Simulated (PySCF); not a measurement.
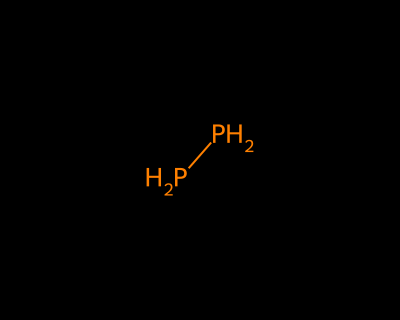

The drawing above gives the connectivity. Computed geometry: PBE0-D3(BJ)/def2-SVP optimisation. No frequency run is at hand to confirm it as a minimum.

Describe the 3D structure.

It has 6 atoms: 2 phosphorus and 4 hydrogen (P₂H₄). SMILES: `PP`. It has no ring. This geometry has C2h symmetry. Coordination: 2 P trigonal pyramidal.

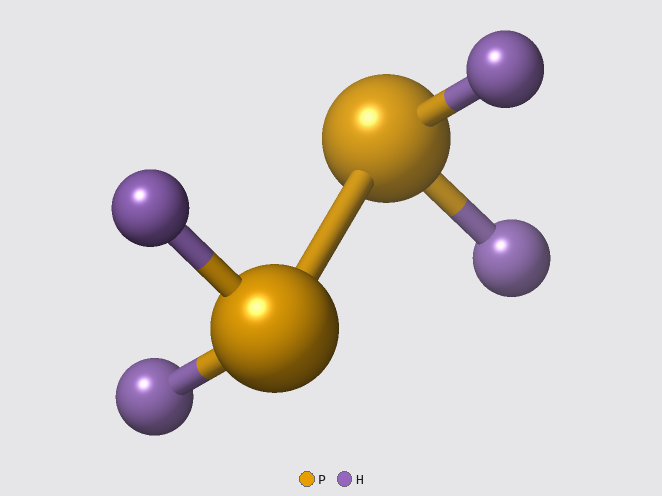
